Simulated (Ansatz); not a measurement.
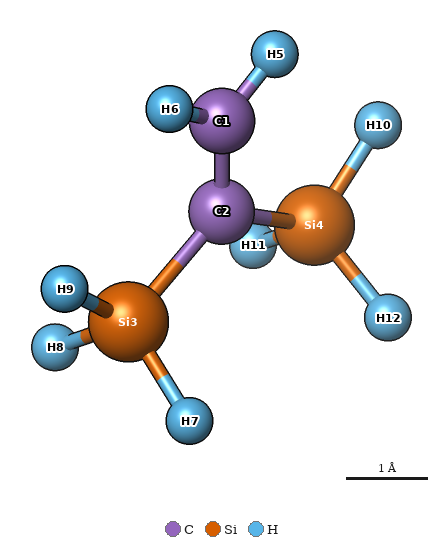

*The structure as given in the input (ball-and-stick view, seen at a tilt; atoms are numbered from 1 in the order of the input).*

## Run report: C2H8Si2, single-point calculation

The run: single-point calculation of C2H8Si2, SMILES C=C([SiH3])[SiH3]. Method and program: RKS B3LYP-D4/def2-TZVPP (Ansatz 0.2.0).

The geometry comes from this level: PBE0-D4/def2-TZVP. Figures and captions count atoms from 1; the log counts them from 0 in places.

**Input file**
```yaml
crystal:
  periodic: [false, false, false]
  atoms:
    - {symbol: C, position_ang: [-0.401467, 1.587891, -0.043110]}
    - {symbol: C, position_ang: [-0.069826, 0.293186, -0.005723]}
    - {symbol: Si, position_ang: [-0.367445, -0.684596, 1.555062]}
    - {symbol: Si, position_ang: [0.682422, -0.504289, -1.515308]}
    - {symbol: H, position_ang: [-0.248827, 2.202412, -0.929085]}
    - {symbol: H, position_ang: [-0.842866, 2.100488, 0.810294]}
    - {symbol: H, position_ang: [0.911618, -1.243001, 2.071358]}
    - {symbol: H, position_ang: [-1.280398, -1.828489, 1.286076]}
    - {symbol: H, position_ang: [-0.973075, 0.202149, 2.584668]}
    - {symbol: H, position_ang: [0.792341, 0.504614, -2.603071]}
    - {symbol: H, position_ang: [-0.158735, -1.641909, -1.976411]}
    - {symbol: H, position_ang: [2.033157, -1.043554, -1.200549]}
basis:
  gaussian: {orbitals: def2-TZVPP}
hamiltonian: {xc: {name: B3LYP}, dispersion: d4}
output: {forces: true, orbitals: {seedname: orbitals}}
```

Run on 4 threads of Arm Neoverse V2, 23 GiB of memory available, shared host.

Command:
```bash
ansatz run in.yaml --threads 4 --pin off --events-out ev --progress --plain --max-ram 10444MiB
```

**What the program printed**
```
Functional definition: B3LYP
  name "B3LYP"
  cite "Stephens, Devlin, Chabalowski & Frisch, J. Phys. Chem. 98, 11623 (1994) doi:10.1021/j100096a001"
  cite "Becke, Phys. Rev. A 38, 3098 (1988) doi:10.1103/PhysRevA.38.3098"
  cite "Lee, Yang & Parr, Phys. Rev. B 37, 785 (1988) doi:10.1103/PhysRevB.37.785"
  cite "Vosko, Wilk & Nusair, Can. J. Phys. 58, 1200 (1980) doi:10.1139/p80-159"
  parameter a0 = 0.2
  parameter ax = 0.72
  parameter ac = 0.81
  exchange = (1 - a0 - ax)*slater_x + ax*b88_x + a0*exact_x
  correlation = (1 - ac)*vwn_rpa_c + ac*lyp_c
1414 factors; their error is unknown
mean field evaluation 1: about -17954.6447 eV, gradient 5.3e1 eV
mean field evaluation 2: about -17946.8373 eV, gradient 7.3e1 eV
mean field evaluation 4: about -17961.5076 eV, gradient 4.3e0 eV
mean field evaluation 8: about -17961.5524 eV, gradient 2.0e-1 eV
mean field evaluation 16: about -17961.5688 eV, gradient 6.9e-5 eV
mean field -17961.56884323 eV, -660.0754802001 hartree, gradient 1.5e-5 eV, S^2 0.000000; 0 other end points of the search recorded, 0 dependent functions left out
the calculation of the forces begins
reference -17961.56915119 eV, -660.0754915174 hartree; 24, 24 occupied and 234, 234 virtual orbitals, 1414 factors
Total energy: -17962.01582599 eV, -660.0919065136 hartree
Atom 0 at    -0.401467     1.587891    -0.043110 Å, force    -0.038402     0.147999    -0.004428 eV/Å
Atom 1 at    -0.069826     0.293186    -0.005723 Å, force     0.005490    -0.020045     0.000668 eV/Å
Atom 2 at    -0.367445    -0.684596     1.555062 Å, force    -0.029301    -0.082881     0.143842 eV/Å
Atom 3 at     0.682422    -0.504289    -1.515308 Å, force     0.067551    -0.066287    -0.139505 eV/Å
Atom 4 at    -0.248827     2.202412    -0.929085 Å, force    -0.020497    -0.027889     0.077716 eV/Å
Atom 5 at    -0.842866     2.100488     0.810294 Å, force     0.032239    -0.018881    -0.076428 eV/Å
Atom 6 at     0.911618    -1.243001     2.071358 Å, force    -0.083297     0.033105    -0.031153 eV/Å
Atom 7 at    -1.280398    -1.828489     1.286076 Å, force     0.059259     0.071346     0.020423 eV/Å
Atom 8 at    -0.973075     0.202149     2.584668 Å, force     0.039628    -0.066300    -0.060637 eV/Å
Atom 9 at     0.792341     0.504614    -2.603071 Å, force    -0.002694    -0.073536     0.065059 eV/Å
Atom 10 at    -0.158735    -1.641909    -1.976411 Å, force     0.056383     0.071499     0.027181 eV/Å
Atom 11 at     2.033157    -1.043554    -1.200549 Å, force    -0.086360     0.031870    -0.022738 eV/Å
Dipole moment:    -0.043361     0.169122    -0.004897 e Å
```

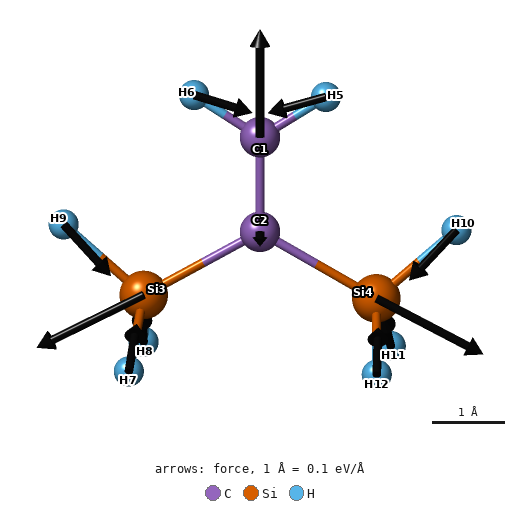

*Forces on the atoms as black arrows (ball-and-stick view, seen at a tilt; atoms are numbered from 1 in the order of the input).*

The largest act on Si3, Si4 (0.17 eV/Å); C1 (0.15 eV/Å); H9, H10, H11 (0.10 eV/Å); H7, H8, H12 (0.09 eV/Å), among others. The geometry is not a stationary point of this energy.

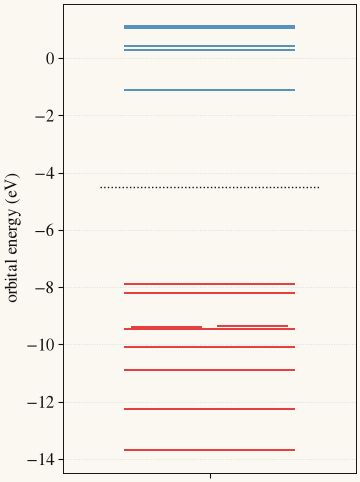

*Orbital energies near the frontier; the dotted line parts filled from empty levels, and levels within 0.02 eV of each other stand side by side.*

Highest filled −7.91 eV, lowest empty −1.11 eV, 6.80 eV apart.

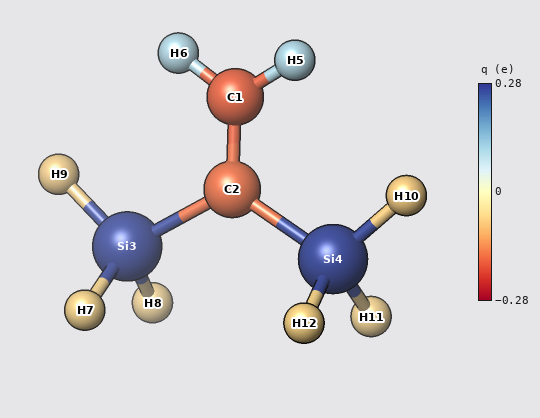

*Mulliken charges, as the colour of each atom (ball-and-stick view, seen at a tilt; atoms are numbered from 1 in the order of the input).*

By element: C −0.18 to −0.16, Si +0.26 and H −0.07 to +0.10 e.

**Summary**

| quantity | value |
| --- | --- |
| outcome | converged |
| total energy | −17962.0158 eV |
| mean-field energy | −17961.5692 eV |
| dispersion energy | −0.4467 eV |
| SCF solution under orbital rotations | stable |
| HOMO | −7.91 eV |
| LUMO | −1.11 eV |
| largest force (length of the vector) | 0.169 eV/Å |
| dipole moment | 0.84 D |
| wall time | 4.3 s (CPU time 16 s) |
| peak memory | 0.72 GiB |
